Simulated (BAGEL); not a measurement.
# SiHCl3 (trichlorosilane): a chain of runs

Wanted: the energy (HF/def2-SVP), then a single-point energy (NEVPT2(2,2)/def2-SVP) of SiHCl3 (trichlorosilane). 

Program for the calculation: BAGEL 1.2.2.

## (1) Starting point

The species is SiHCl3 (5 atoms), meant as a singlet with charge 0. As SMILES, `Cl[SiH](Cl)Cl`. One bond was lengthened or shortened from a relaxed shape.

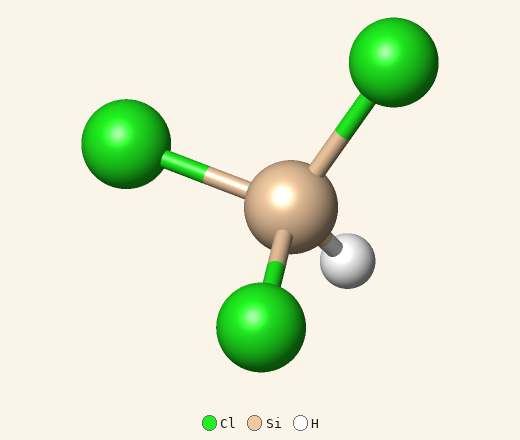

The structure, seen from a chosen angle (chlorine green, silicon light orange, hydrogen white).

## (2) A single-point energy at HF/def2-SVP (density fitting with svp-jkfit) (run 1)

File input.json:

```json
{ "bagel": [

{
  "title": "molecule",
  "basis": "svp",
  "df_basis": "svp-jkfit",
  "geometry": [
    { "atom": "Cl", "xyz": [     2.89211434,    -1.12700243,     1.96677971 ] },
    { "atom": "Si", "xyz": [    -0.45691499,    -0.07113685,     0.42393171 ] },
    { "atom": "Cl", "xyz": [    -0.26983210,     3.60700718,    -0.64703278 ] },
    { "atom": "Cl", "xyz": [    -1.20282769,    -2.25911845,    -2.63672541 ] },
    { "atom": "H", "xyz": [    -2.17566058,    -0.33837436,     2.01851096 ] }
  ]
},

{
  "title": "hf"
},

{
  "title": "print",
  "file": "orbitals.molden",
  "orbitals": "true"
}

]}
```

Started as:

```bash
$ BAGEL_NUM_THREADS=1 BAGEL input.json > input.out
```

Standard output:

```text
* using 1 threads per process

  ===============================================================
  ===============================================================

  *** Geometry ***

  { "atom" : "Cl", "xyz" : [      2.892114,     -1.127002,      1.966780 ] },
  { "atom" : "Si", "xyz" : [     -0.456915,     -0.071137,      0.423932 ] },
  { "atom" : "Cl", "xyz" : [     -0.269832,      3.607007,     -0.647033 ] },
  { "atom" : "Cl", "xyz" : [     -1.202828,     -2.259118,     -2.636725 ] },
  { "atom" : "H", "xyz" : [     -2.175661,     -0.338374,      2.018511 ] },

  Number of auxiliary basis functions:      530

  Since a DF basis is specified, we compute 2- and 3-index integrals:
    o Being stored without compression. Storage requirement is 0.025 GB

  Number of basis functions:       77
  Number of electrons      :       66

    * METHOD: MOLECULE                             0.24

  *** RHF ***

  === Nuclear Repulsion ===
   340.4356959975

      * DIIS with orbital gradients will be used.

  === RHF iteration (svp) ===
      0      -1667.54650452          0.01030718           0.10
      1      -1667.60190380          0.00525857           0.09
      2      -1667.61739353          0.00075749           0.09
      3      -1667.61788412          0.00010467           0.09
      4      -1667.61789629          0.00002876           0.08
      5      -1667.61789735          0.00000697           0.08
      6      -1667.61789741          0.00000135           0.08
      7      -1667.61789741          0.00000026           0.08
      8      -1667.61789741          0.00000007           0.08
      9      -1667.61789741          0.00000002           0.08
     10      -1667.61789741          0.00000001           0.09
    * SCF iteration converged.

    * Permanent dipole moment:
           (    0.378871,     0.059036,    -0.351548) a.u.

    * METHOD: HF                                   1.12

    * METHOD: PRINT                                0.02

  ===============================================================
```

Wall time 1.5 s (1 thread of Arm Neoverse V1, shared host); peak memory 0.14 GiB.

## (3) The energy at NEVPT2(2,2)/def2-SVP (density fitting with svp-jkfit) (run 2)

File input.json:

```json
{ "bagel": [

{
  "title": "molecule",
  "basis": "svp",
  "df_basis": "svp-jkfit",
  "angstrom": false,
  "geometry": [
    { "atom": "Cl", "xyz": [  2.89211434, -1.12700243,  1.96677971 ] },
    { "atom": "Si", "xyz": [ -0.45691499, -0.07113685,  0.42393171 ] },
    { "atom": "Cl", "xyz": [ -0.26983210,  3.60700718, -0.64703278 ] },
    { "atom": "Cl", "xyz": [ -1.20282769, -2.25911845, -2.63672541 ] },
    { "atom": "H", "xyz": [ -2.17566058, -0.33837436,  2.01851096 ] }
  ]
},
{
  "title": "hf"
},
{
  "title": "nevpt2",
  "nstate": 1,
  "nact": 2,
  "nclosed": 32,
  "active": [24, 37],
  "maxiter": 200,
  "natocc": true,
  "ncore": 20
},
{
  "title": "print",
  "file": "orbitals.molden",
  "orbitals": true
}

]}
```

Started as:

```bash
$ BAGEL_NUM_THREADS=1 BAGEL input.json > input.out
```

Standard output:

```text
* using 1 threads per process

  ===============================================================
  ===============================================================

  *** Geometry ***

  { "atom" : "Cl", "xyz" : [      2.892114,     -1.127002,      1.966780 ] },
  { "atom" : "Si", "xyz" : [     -0.456915,     -0.071137,      0.423932 ] },
  { "atom" : "Cl", "xyz" : [     -0.269832,      3.607007,     -0.647033 ] },
  { "atom" : "Cl", "xyz" : [     -1.202828,     -2.259118,     -2.636725 ] },
  { "atom" : "H", "xyz" : [     -2.175661,     -0.338374,      2.018511 ] },

  Number of auxiliary basis functions:      530

  Since a DF basis is specified, we compute 2- and 3-index integrals:
    o Being stored without compression. Storage requirement is 0.025 GB

  Number of basis functions:       77
  Number of electrons      :       66

    * METHOD: MOLECULE                             0.24

  *** RHF ***

  === Nuclear Repulsion ===
   340.4356959975

      * DIIS with orbital gradients will be used.

  === RHF iteration (svp) ===
      0      -1667.54650452          0.01030718           0.10
      1      -1667.60190380          0.00525857           0.09
      2      -1667.61739353          0.00075749           0.09
      3      -1667.61788412          0.00010467           0.09
      4      -1667.61789629          0.00002876           0.09
      5      -1667.61789735          0.00000697           0.09
      6      -1667.61789741          0.00000135           0.09
      7      -1667.61789741          0.00000026           0.09
      8      -1667.61789741          0.00000007           0.09
      9      -1667.61789741          0.00000002           0.09
     10      -1667.61789741          0.00000001           0.09
    * SCF iteration converged.

    * Permanent dipole moment:
           (    0.378871,     0.059036,    -0.351548) a.u.

    * METHOD: HF                                   1.15

    * freezing 20 orbitals
  ---------------------------
      CASSCF calculation
  ---------------------------

    ==== Active orbitals : =====
         Orbital 24
         Orbital 37
    ============================

    * nstate   :      1
    * nclosed  :     32
    * nact     :      2
    * nvirt    :     43
  === CASSCF iteration (svp) ===

    * Using the second-order algorithm

      0  0     -1667.61827811     6.65e-05      0.02

      1  0     -1667.62336989     4.20e-04      0.31

      2  0     -1667.62703600     6.80e-04      0.38

      3  0     -1667.62815079     1.17e-04      0.44

      4  0     -1667.62815959     2.25e-05      0.43

      5  0     -1667.62815978     5.13e-06      0.45

      6  0     -1667.62815979     1.10e-06      0.44

      7  0     -1667.62815979     2.30e-07      0.45

      8  0     -1667.62815979     4.77e-08      0.41

      9  0     -1667.62815979     9.84e-09      0.41

    * Second-order optimization converged. *

     guess   0:   closed 1.                   open ..

  === FCI iteration ===

      0  0     -1667.61783430     7.06e-02      0.00
      1  0     -1667.62815690     8.87e-04      0.00
      2  0 *   -1667.62815979     7.86e-16      0.00

     * ci vector, state   0, <S^2> = 0.0000
       2.     0.9973401867
       .2    -0.0728872547

  === DF-NEVPT2 calculation ===

    * 3-index integral transformation done
    * assembly done

      NEVPT2 correlation energy:   -0.4715823125      0.10

          (+0)     -0.4345182708
          (+0)'    -0.0022604397
          (+1)     -0.0078376508
          (+1)'    -0.0000000000
          (+2)     -0.0001310986
          (-1)     -0.0150349312
          (-1)'     0.0000000000
          (-2)     -0.0117999214

      NEVPT2 total energy:       -1668.0997421011

    * METHOD: NEVPT2                               4.17

    * METHOD: PRINT                                0.02

  ===============================================================
```

Run time: 5.7 s. Hardware: 1 thread of Arm Neoverse V1, shared host; peak memory 0.14 GiB.

## (4) Summary of results

```
                                 quantity           value
         run 1, HF/def2-SVP: total energy  -1667.61790 Eh
        run 1, HF/def2-SVP: dipole moment          1.32 D
          run 1, HF/def2-SVP: HOMO energy       -12.59 eV
          run 1, HF/def2-SVP: LUMO energy         4.50 eV
        run 1, HF/def2-SVP: HOMO–LUMO gap        17.09 eV
run 2, NEVPT2(2,2)/def2-SVP: total energy  -1668.09974 Eh
```
